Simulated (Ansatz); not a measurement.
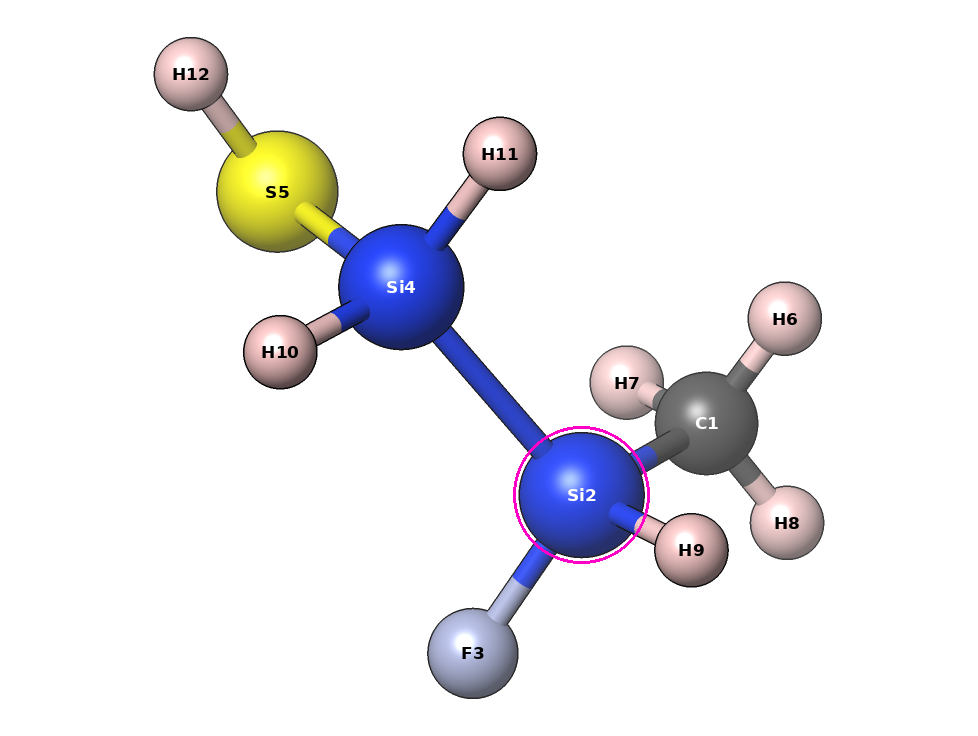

Depth is shown by fading: the farther an atom, the more it takes the colour of the background. Circles mark the stereogenic atoms. The computed structure is the end point of a PBE0-D4/def2-TZVP optimisation. No frequency run is at hand to confirm it as a minimum.

**Give the R/S and E/Z labels.**

Si2: R (priorities Si4 > F3 > C1 > H9).
